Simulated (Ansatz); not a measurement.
# C2H7B (SMILES BCC) at 6 levels

Wanted: a comparison of 6 runs (B2PLYP/cc-pVDZ, CAM-B3LYP/cc-pVDZ, PBE/cc-pVDZ, r2SCAN/cc-pVDZ, RPA@PBE/cc-pVDZ, RPA@PBE0/cc-pVDZ) of C2H7B. 

The calculation is run with Ansatz 0.2.0.

47 further runs of the same task are left out: 47 set aside as unsound or not needed. Runs told in other sessions of the task aren't counted.

### Step 1. The structure to begin with

C2H7B: 10 atoms, total charge 0, spin state singlet. SMILES: `BCC`. One bond was lengthened or shortened from a relaxed shape.

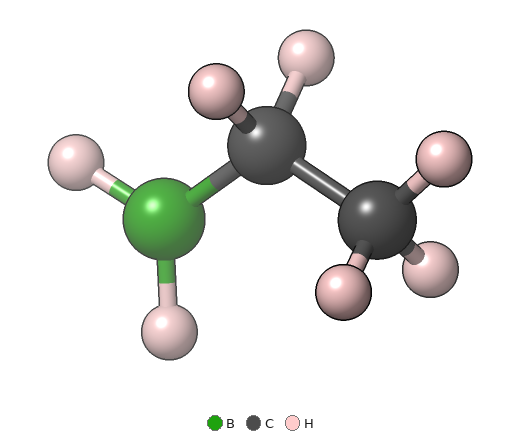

Viewed from a chosen angle; boron green, carbon dark grey, hydrogen pink.

### Step 2. The energy at B2PLYP/cc-pVDZ (run 1)

File run.yaml:

```yaml
crystal:
  periodic: [false, false, false]
  atoms:
    - {symbol: B, position_ang: [-1.016991, 0.884748, -0.596639]}
    - {symbol: C, position_ang: [0.327909, 0.323648, -0.066139]}
    - {symbol: C, position_ang: [0.290909, -0.883652, 0.860461]}
    - {symbol: H, position_ang: [-2.073391, 0.396548, -0.303439]}
    - {symbol: H, position_ang: [-1.013391, 1.837048, -1.325439]}
    - {symbol: H, position_ang: [0.856909, 1.168048, 0.404261]}
    - {symbol: H, position_ang: [1.046800, 0.094100, -1.084500]}
    - {symbol: H, position_ang: [1.290509, -1.196752, 1.172161]}
    - {symbol: H, position_ang: [-0.284091, -0.667652, 1.764261]}
    - {symbol: H, position_ang: [-0.186091, -1.737852, 0.373761]}
basis:
  gaussian: {orbitals: cc-pVDZ}
hamiltonian: {xc: {name: B2PLYP}}
correlation: {frozen_orbitals: {B: 1, C: 1, H: 0}}
accuracy: high
output: {orbitals: {seedname: orbitals}}
```

Started as:

```console
$ ansatz run run.yaml --threads 1 --pin off --max-ram 2610MiB --events-out events.jsonl --progress --plain --runs-dir runs
```

What it wrote:

```text
Warning: RAYON_NUM_THREADS=1 ignored (pool sized by the plan → 1); use --threads N
Functional definition: B2PLYP
  name "B2PLYP"
  parameter a = 0.53
  parameter c = 0.27
  exchange = (1 - a)*b88_x + a*exact_x
  correlation = (1 - c)*lyp_c + c*(mp2_os + mp2_ss)
1888 factors; integrals over basis functions are off by at most 3.3e-9 eV
mean field evaluation 1: about -2853.3994 eV, gradient 3.5e1 eV
mean field evaluation 2: about -2853.3988 eV, gradient 3.5e1 eV
mean field evaluation 4: about -2856.5349 eV, gradient 1.9e0 eV
mean field evaluation 8: about -2856.5451 eV, gradient 2.8e-2 eV
mean field evaluation 16: about -2856.5451 eV, gradient 1.0e-6 eV
mean field -2856.54510210 eV, -104.9760962664 hartree, gradient 1.6e-8 eV, S^2 0.000000; 0 other end points of the search recorded, 0 dependent functions left out
3 core orbitals not correlated: weight in the atoms' cores, before any rotation towards them, 1.000 or more for the frozen orbitals, at most 0.000 for the correlated occupied ones
reference -2856.54512848 eV, -104.9760972359 hartree; 9, 9 occupied and 65, 65 virtual orbitals, 1888 factors
second order -12.57651882 eV of doubles, -0.00000000 eV of singles
Total energy: -2859.94078857 eV, -105.1008854423 hartree
```

It took 6.9 s on 1 thread of Arm Neoverse V1, shared host; peak memory 0.21 GiB.

### Step 3. The energy at CAM-B3LYP/cc-pVDZ (run 2)

run.yaml, as its differences from that of step 2:

```diff
@@ -15,4 +15,3 @@
   gaussian: {orbitals: cc-pVDZ}
-hamiltonian: {xc: {name: B2PLYP}}
-correlation: {frozen_orbitals: {B: 1, C: 1, H: 0}}
+hamiltonian: {xc: {name: CAM-B3LYP}}
 accuracy: high
```

Started as:

```console
$ ansatz run run.yaml --threads 1 --pin off --max-ram 2610MiB --events-out events.jsonl --progress --plain --runs-dir runs
```

What it wrote:

```text
Warning: RAYON_NUM_THREADS=1 ignored (pool sized by the plan → 1); use --threads N
Functional definition: CAM-B3LYP
  name "CAM-B3LYP"
  parameter alpha = 0.19
  parameter beta = 0.46
  parameter omega = 0.33/bohr
  parameter ac = 0.81
  exchange = (1 - alpha - beta)*b88_x + beta*b88_x_sr(omega) + alpha*exact_x + beta*exact_x_lr(omega)
  correlation = (1 - ac)*vwn5_c + ac*lyp_c
1888 factors; integrals over basis functions are off by at most 3.3e-9 eV
410 factors; integrals over basis functions are off by at most 2.1e-9 eV
mean field evaluation 1: about -2858.0070 eV, gradient 3.8e1 eV
mean field evaluation 2: about -2858.6444 eV, gradient 3.4e1 eV
mean field evaluation 4: about -2861.6327 eV, gradient 6.6e-1 eV
mean field evaluation 8: about -2861.6336 eV, gradient 7.6e-3 eV
mean field evaluation 16: about -2861.6336 eV, gradient 1.4e-6 eV
mean field -2861.63357840 eV, -105.1630943212 hartree, gradient 6.6e-8 eV, S^2 0.000000; 0 other end points of the search recorded, 0 dependent functions left out
reference -2861.63359868 eV, -105.1630950667 hartree; 12, 12 occupied and 65, 65 virtual orbitals, 1888 factors
Total energy: -2861.63359868 eV, -105.1630950667 hartree
```

Wall time 5.1 s (1 thread of Arm Neoverse V1, shared host); peak memory 0.23 GiB.

Runs 3 to 5 aren't shown in full; the table further down has their settings and results.

### Step 4. The energy at RPA@PBE0/cc-pVDZ (run 6)

run.yaml, as its differences from that of step 3:

```diff
@@ -14,5 +14,9 @@
 basis:
-  gaussian: {orbitals: cc-pVDZ}
-hamiltonian: {xc: {name: CAM-B3LYP}}
+  gaussian:
+    orbitals: cc-pVDZ
+hamiltonian:
+  xc: pbe0
+correlation:
+  method: rpa
+  frozen_orbitals: {B: 1, C: 1, H: 0}
 accuracy: high
-output: {orbitals: {seedname: orbitals}}
```

Started as:

```console
$ ansatz run run.yaml --threads 1 --pin off --max-ram 2610MiB --events-out events.jsonl --progress --plain --runs-dir runs
```

What it wrote, cut to the lines that bear on the results:

```text
Warning: RAYON_NUM_THREADS=1 ignored (pool sized by the plan → 1); use --threads N
Functional definition: PBE0
  name "PBE0"
[...]
1888 factors; integrals over basis functions are off by at most 3.3e-9 eV
[...]
mean field -2859.84486346 eV, -105.0973602598 hartree, gradient 2.6e-8 eV, S^2 0.000000; 0 other end points of the search recorded, 0 dependent functions left out
3 core orbitals not correlated: weight in the atoms' cores, before any rotation towards them, 1.000 or more for the frozen orbitals, at most 0.000 for the correlated occupied ones
reference -2842.41405697 eV, -104.4567899361 hartree; 9, 9 occupied and 65, 65 virtual orbitals, 1888 factors
Total energy: -2859.01119074 eV, -105.0667233522 hartree
```

Run time: 8.4 s. Hardware: 1 thread of Arm Neoverse V1, shared host; peak memory 0.26 GiB.

### Step 5. The series

```
run              level  frozen core orbitals  energy (Eh)  HOMO energy (eV)  LUMO energy (eV)  HOMO–LUMO gap (eV)  wall time
  1     B2PLYP/cc-pVDZ                     3  -105.100885             -9.94              0.24               10.18      6.9 s
  2  CAM-B3LYP/cc-pVDZ                     –  -105.163095            -10.10             -0.02               10.07      5.1 s
  3        PBE/cc-pVDZ                     –  -105.065455             -7.28             -2.21                5.07      4.5 s
  4     r2SCAN/cc-pVDZ                     –  -105.163196             -7.59             -1.80                5.79      8.1 s
  5    RPA@PBE/cc-pVDZ                     3  -105.122539                 –                 –                   –      8.1 s
  6   RPA@PBE0/cc-pVDZ                     3  -105.066723                 –                 –                   –      8.4 s
```

### Step 6. Outcome

```
                               quantity          value
                    run 6: total energy  -105.06672 Eh
run 6: RPA correlation energy (valence)     -609.9 mEh
```

In words: Over runs 1, 2, 3, 4 the HOMO–LUMO gap runs from 5.07 eV (PBE/cc-pVDZ) to 10.18 eV (B2PLYP/cc-pVDZ). A double hybrid's value is that of its SCF part. Totals of different functionals can't be ranked against each other. All runs together took 41 s, the longest 8.4 s.
